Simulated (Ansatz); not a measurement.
## Electronic structure of ClGaH$_{5}$N in real space

Input file:

```
crystal:
  periodic: [false, false, false]
  atoms:
    - { symbol: Ga, position_ang: [0.637474, 1.463844, -0.698203] }
    - { symbol: Cl, position_ang: [2.040255, -0.248342, -0.915122] }
    - { symbol: H, position_ang: [0.900004, 2.340839, 0.560716] }
    - { symbol: H, position_ang: [-0.317878, 1.65464, -1.911903] }
    - { symbol: H, position_ang: [0.055583, -1.414645, 0.363908] }
    - { symbol: "N", position_ang: [-0.836278, -1.033391, 0.681311] }
    - { symbol: H, position_ang: [-1.576201, -1.570021, 0.236224] }
    - { symbol: H, position_ang: [-0.902859, -1.192925, 1.683068] }
basis:
  gaussian: { orbitals: def2-SVP }
hamiltonian:
  xc: pbe0
relax:
  f_tol: 0.03
  max_steps: 50
output:
  orbitals: {}
```

Run with:

```sh
ansatz run input.yaml --threads 2 --pin off --max-ram 3072MiB --backend cpu --events-out ev --progress --plain --runs-dir out
```

The fields are those of the run's last geometry, not of the input's.

Computed with RKS PBE0/def2-SVP (Ansatz).

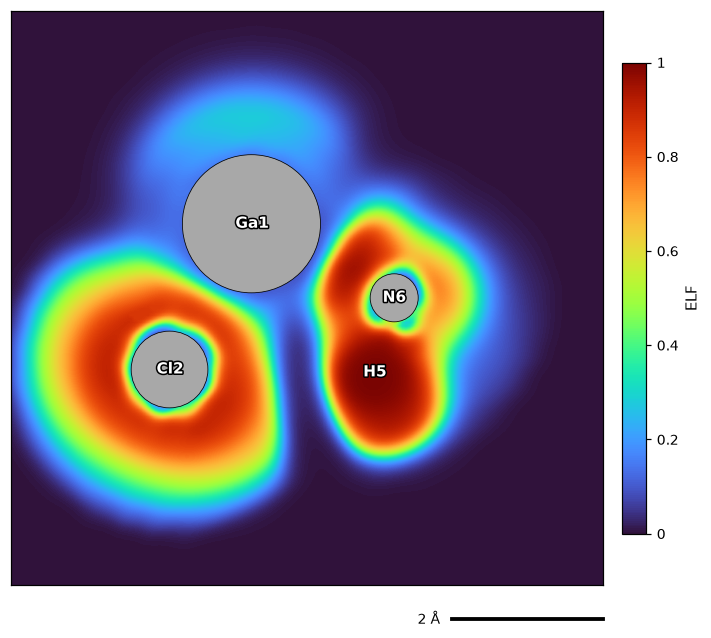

Figure 1. ELF on the plane of atoms Ga1, N6 and H5. Grey discs cover the atomic cores.

**Read the bonding off the picture.**

- The plane passes through Ga, Cl, H and N nuclei.
- Ga–N (2.13 Å): the ELF peaks at about 0.95 in the valence shell of N, 0.7 Å from its nucleus, and is about 0.30 at the midpoint.
- Ga–Cl (2.22 Å): the ELF peaks at about 0.85 in the valence shell of Cl, 0.8 Å from its nucleus, and is about 0.55 at the midpoint.
- N–H (1.02 Å): the ELF climbs to about 1 towards the hydrogen, as it does in any bond to H (a covalent bond by its length).
- The ELF also peaks beside Cl2, away from the bonds: lone-pair regions.

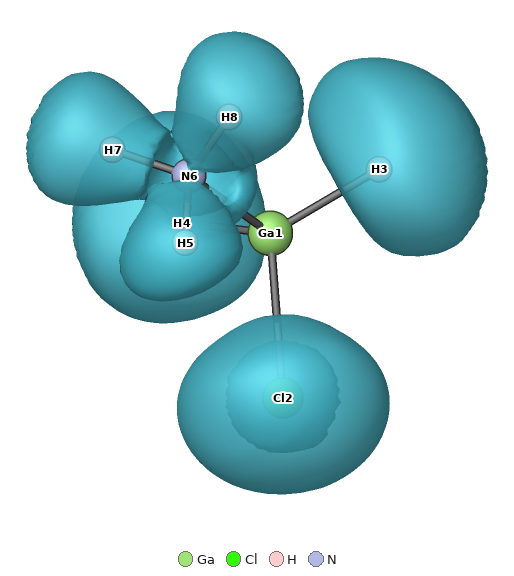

Figure 2. Isosurface of the electron localisation function at 0.75 (cyan), seen at an oblique angle. Only the valence region is drawn (cores and ρ < 0.01 e/Å³ removed).

**Identify the bonds, lone pairs and shells in this picture.**

At this value the surface marks out two regions around hydrogen nuclei, one region wrapped around Cl (its valence shell) and one joined region spread over several atoms (H, N), in which their bonds and any lone pairs are merged.

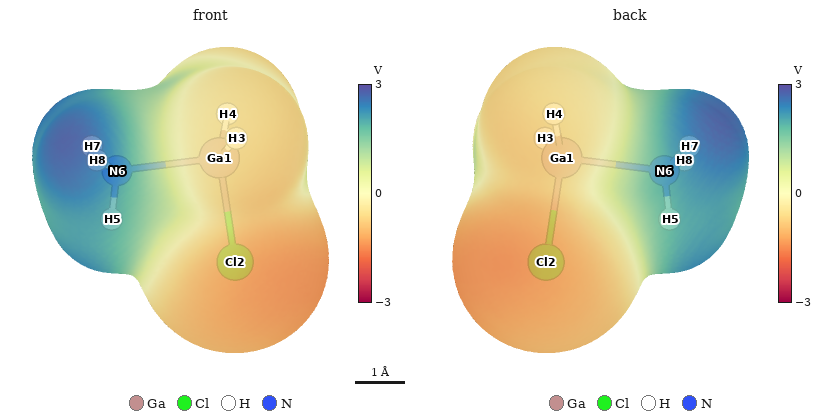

Figure 3. The molecular electrostatic potential painted on the density surface at 0.002 e/bohr³, seen from the front and from behind; red is negative and blue positive.

**Which sites attract a positive test charge, and which a negative one?**

A positive charge is drawn to the negative regions and a negative charge to the positive ones. The most negative region (about −1.4 V, or −32 kcal/mol for a unit charge) lies over Cl2, the most positive (about +2.8 V, or +65 kcal/mol for a unit charge) over H7 and H8.
